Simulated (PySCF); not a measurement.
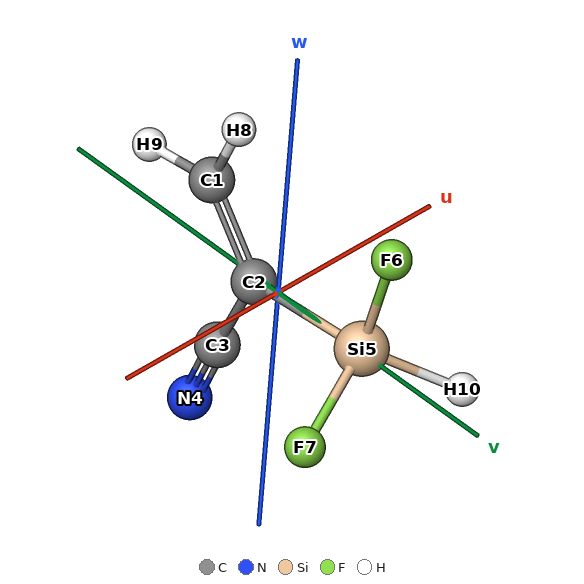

The lines u, v and w are the principal axes of the static dipole polarisability. Computed geometry: GFN2-xTB optimisation. No frequency run is at hand to confirm it as a minimum. Level of theory: ωB97X-D/def2-SVPD (PySCF 2.14.0).

Along which axis is the molecule most polarisable, and along which least?

Most along w, least along u.

Give the three principal values.

u 45.0, v 64.3, w 75.9 bohr³; mean 61.7, anisotropy 27.0 bohr³.

The geometry is semi-empirical. Around Si such bond lengths and angles can be off by a tenth of an ångström or more and by several degrees, and values that hang on the shape move with them.
